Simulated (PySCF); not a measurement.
# SnF2 (SMILES [F][Sn][F]) at B2PLYP/STO-3G

Aim: the vertical singlet–triplet gap of SnF2 at B2PLYP/STO-3G, from 2 runs. 

The calculation is run with PySCF 2.14.0.

7 further runs of the same task are left out: 7 set aside as unsound or not needed.

### 1 The structure to begin with

SnF2 has 3 atoms, charge 0, and is taken as a singlet. SMILES: `[F][Sn][F]`. The shape comes from GFN2-xTB, which is rough for such elements, and wasn't checked as a minimum.

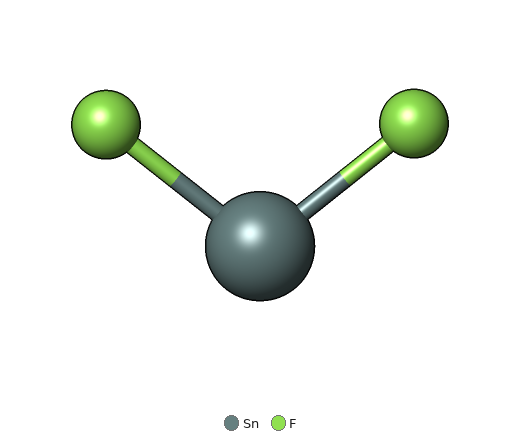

The structure, seen from a chosen angle (tin teal, fluorine green).

### 2 The energy at B2PLYP/STO-3G

File start.xyz:

```xyz
3
F2Sn
Sn     0.005290    -0.007560    -0.865150
F      1.618310    -0.021230     0.443060
F     -1.623610     0.028790     0.422090
```

File job.py:

```python
# SnF2
from pyscf import gto, dft, mp

mol = gto.M(
    atom='start.xyz',
    spin=0,
    basis='sto-3g',
    max_memory=1860,
    charge=0,
    verbose=3,
)

mf = dft.RKS(mol)
mf.xc = '0.53*HF + 0.47*B88, 0.73*LYP'
mf.grids.level = 5
mf.conv_tol = 1e-10
mf.kernel()
if not mf.converged:
    mf = mf.newton().run(mf.mo_coeff, mf.mo_occ)

pt = mp.MP2(mf, frozen=20).run()
e_tot = mf.e_tot + 0.27 * pt.e_corr
print('PT2 part  %.8f' % (0.27 * pt.e_corr))
print('E(%s) = %.9f' % ('B2PLYP', e_tot))
```

Launch:

```bash
OMP_NUM_THREADS=1 python job.py
```

What it wrote:

```text
converged SCF energy = -6161.34355188105
E(RMP2) = -6161.48982927842  E_corr = -0.146277397364566
E(SCS-RMP2) = -6161.4914080482  E_corr = -0.147856167147303
PT2 part  -0.03949490
E(B2PLYP) = -6161.383046778
```

Run time: 4.8 s. Hardware: 1 thread of Arm Neoverse V1, shared host; peak memory 0.27 GiB.

### 3 The triplet at the same level

File input.py:

```python
from pyscf import gto, dft, mp

molecule = gto.M(
    atom='Sn 0.005290 -0.007560 -0.865150; F 1.618310 -0.021230 0.443060; F -1.623610 0.028790 0.422090',
    basis='sto-3g',
    verbose=4,
    spin=2,
    max_memory=1860,
    charge=0,
)

mf = dft.UKS(molecule)
mf.xc = '0.53*HF + 0.47*B88, 0.73*LYP'
mf.grids.level = 5
mf.conv_tol = 1e-10
mf.kernel()
if not mf.converged:
    mf = mf.newton().run(mf.mo_coeff, mf.mo_occ)

pt = mp.MP2(mf, frozen=20).run()
e_tot = mf.e_tot + 0.27 * pt.e_corr
print('PT2 part  %.8f' % (0.27 * pt.e_corr))
print('Final energy', e_tot)
```

Launch:

```bash
OMP_NUM_THREADS=1 python input.py
```

What it wrote:

```text
PySCF version 2.14.0

[INPUT] num. atoms = 3
[INPUT] num. electrons = 68
[INPUT] charge = 0
[INPUT] spin (= nelec alpha-beta = 2S) = 2
[INPUT] symmetry False subgroup None
[INPUT] Mole.unit = angstrom
[INPUT] Symbol           X                Y                Z      unit          X                Y                Z       unit  Magmom
[INPUT]  1 Sn     0.005290000000  -0.007560000000  -0.865150000000 AA    0.009996651199  -0.014286329502  -1.634896556667 Bohr   0.0
[INPUT]  2 F      1.618310000000  -0.021230000000   0.443060000000 AA    3.058162684645  -0.040118885625   0.837262056750 Bohr   0.0
[INPUT]  3 F     -1.623610000000   0.028790000000   0.422090000000 AA   -3.068178233105   0.054405215126   0.797634499918 Bohr   0.0

nuclear repulsion = 242.558609252365
number of shells = 17
number of NR pGTOs = 111
number of NR cGTOs = 37
basis = sto-3g
ecp = {}

[... 36 lines left out ...]
WARN: HOMO -0.404620870604727 >= LUMO -0.608191343359603
[... 54 lines left out ...]
converged SCF energy = -6161.28195934955  <S^2> = 2.029015  2S+1 = 3.0192814
[... 1 line left out ...]
******** <class 'pyscf.mp.ump2.UMP2'> ********
nocc = (np.int64(15), np.int64(13)), nmo = (17, 17)
frozen orbitals 20
E(UMP2) = -6161.38037648926  E_corr = -0.0984171397142684
E(SCS-UMP2) = -6161.38152648352  E_corr = -0.0995671339660278
E_corr(same-spin) = -0.0213847311820318
E_corr(oppo-spin) = -0.0770324085322366
PT2 part  -0.02657263
Final energy -6161.308531977273
```

It took 9.9 s on 1 thread of Arm Neoverse V1, shared host; peak memory 0.28 GiB.

### 4 Outcome

Level: B2PLYP/STO-3G, 20 core orbitals frozen.

```
                                                         quantity           value
                                            singlet: total energy  -6161.38305 Eh
                                singlet: dipole moment (SCF part)          0.72 D
                       singlet: HOMO energy (SCF part's orbitals)        -4.02 eV
                       singlet: LUMO energy (SCF part's orbitals)         2.22 eV
                     singlet: HOMO–LUMO gap (SCF part's orbitals)         6.24 eV
                                            triplet: total energy  -6161.30853 Eh
                                triplet: dipole moment (SCF part)          1.87 D
triplet: HOMO energy (SCF part's orbitals) (highest over α and β)        -2.23 eV
 triplet: LUMO energy (SCF part's orbitals) (lowest over α and β)         0.58 eV
                                                    triplet: ⟨S²⟩           2.029
                 vertical energy of the triplet above the singlet        2.028 eV
```

In words: At this shape the triplet lies 2.03 eV (196 kJ/mol) above the singlet. In a minimal basis such a difference can be off by several eV, whatever the method. Relativity is left out (singlet) although the molecule holds a heavy atom. Relativity is left out (triplet) although the molecule holds a heavy atom.
